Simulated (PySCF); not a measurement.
Dissociation curve of SMILES P (H₃P). The P1–H4 bond (P1 also carries H, H; H4 carries nothing else) is pulled apart rigidly from the PBE0/def2-TZVP optimised geometry.

- RKS-CAM-B3LYP = restricted CAM-B3LYP/cc-pVTZ (PySCF)
- UHF/cc-pVTZ (PySCF)
- RHF/cc-pVTZ (PySCF)

Magnitude of the dipole moment (D; its direction can reverse along the curve, and a method can change to another solution) and Mulliken charge of the fragment that holds P1:

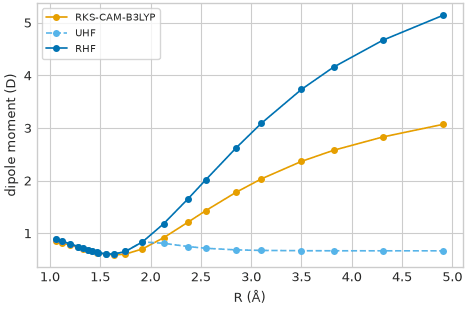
Figure: Dipole moment against bond length.

```tsv
R / Å	μ RKS-CAM-B3LYP	q RKS-CAM-B3LYP	μ UHF	q UHF	μ RHF	q RHF
1.06	0.85	-0.17	0.89	-0.16	0.89	-0.16
1.12	0.82	-0.17	0.85	-0.15	0.85	-0.15
1.20	0.78	-0.13	0.80	-0.12	0.80	-0.12
1.28	0.73	-0.09	0.75	-0.08	0.75	-0.08
1.33	0.71	-0.07	0.72	-0.06	0.72	-0.06
1.38	0.68	-0.05	0.69	-0.04	0.69	-0.04
1.42	0.66	-0.03	0.66	-0.02	0.66	-0.02
1.47	0.63	-0.02	0.64	-0.01	0.64	-0.01
1.48	0.63	-0.02	0.63	0.00	0.63	0.00
1.56	0.60	0.00	0.61	0.02	0.61	0.02
1.64	0.59	0.01	0.61	0.03	0.61	0.03
1.75	0.61	0.03	0.66	0.05	0.66	0.05
1.92	0.70	0.04	0.84	0.07	0.84	0.07
2.13	0.92	0.06	0.81	0.05	1.18	0.10
2.37	1.21	0.08	0.75	0.03	1.65	0.13
2.55	1.43	0.09	0.72	0.02	2.02	0.15
2.85	1.78	0.11	0.69	0.01	2.62	0.18
3.10	2.03	0.12	0.68	0.01	3.09	0.20
3.50	2.37	0.13	0.67	0.00	3.73	0.21
3.82	2.58	0.13	0.67	0.00	4.16	0.22
4.31	2.83	0.13	0.67	0.00	4.67	0.22
4.91	3.07	0.12	0.67	0.00	5.14	0.21
```

At the longest distance RKS-CAM-B3LYP leaves fractional charges on the fragments, a sign of delocalisation error or of the restricted form. The restricted form behind RKS-CAM-B3LYP, RHF keeps the bonding electrons paired and can't separate into open-shell fragments. The unrestricted determinant behind UHF is spin-contaminated at 2.13 to 4.91 Å (<S²> up to 1.0, against 0.00 for a pure singlet).
